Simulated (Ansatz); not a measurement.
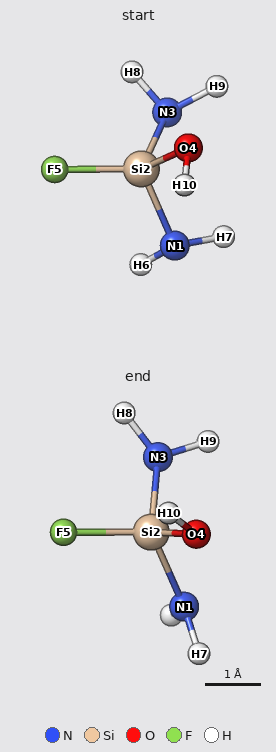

The structure of SiN2H5OF (coarse preliminary run) before (top) and after (bottom) a relaxation, at one scale.

The picture is a ball-and-stick view, seen from a free direction.

The start comes from a force field.

Method: Ansatz 0.2.0, RKS PBE-D4/def2-SVP.

Input
```yaml
crystal:
  periodic: [false, false, false]
  atoms:
    - {symbol: N, position_ang: [-0.244400, 1.374400, -0.323500]}
    - {symbol: Si, position_ang: [-0.024200, -0.216100, -0.403700]}
    - {symbol: N, position_ang: [-0.568600, -0.694800, 1.083600]}
    - {symbol: O, position_ang: [1.655300, -0.449900, -0.478700]}
    - {symbol: F, position_ang: [-0.824800, -0.922300, -1.579800]}
    - {symbol: H, position_ang: [-1.296800, 1.563100, -0.426900]}
    - {symbol: H, position_ang: [-0.062000, 1.701600, 0.623000]}
    - {symbol: H, position_ang: [-0.864400, -1.621400, 0.989100]}
    - {symbol: H, position_ang: [0.303400, -0.788200, 1.708300]}
    - {symbol: H, position_ang: [2.009600, 0.002400, -1.188600]}
basis:
  gaussian: {orbitals: def2-SVP}
hamiltonian: {xc: pbe, dispersion: d4}
relax: {f_tol: 0.03, max_steps: 200}
```

Describe what moved and what it gained.

Over 20 accepted moves (23 points after the start) the energy falls by 1.411 eV. The largest force component goes from 5.4 to 0.023 eV/Å. The line search rejected the trial steps at points 7, 16, 22 of the run. The largest move after the best rigid fit is that of H7, 1.27 Å. Largest moves by element: H 1.27 Å, O 0.48 Å, N 0.38 Å, F 0.26 Å, Si 0.18 Å. Near-neighbour distances that change, for instance: N1–Si2 1.608 → 1.706 Å, Si2–N3 1.655 → 1.721 Å, Si2–F5 1.588 → 1.648 Å, O4–H10 0.913 → 0.972 Å. Bond angles that change, for instance: Si2–N3–H9 106.3° → 120.0°, Si2–N1–H6 107.6° → 121.0°, Si2–N3–H8 106.7° → 119.9°. Groups turn about Si2–O4 by about 100°.
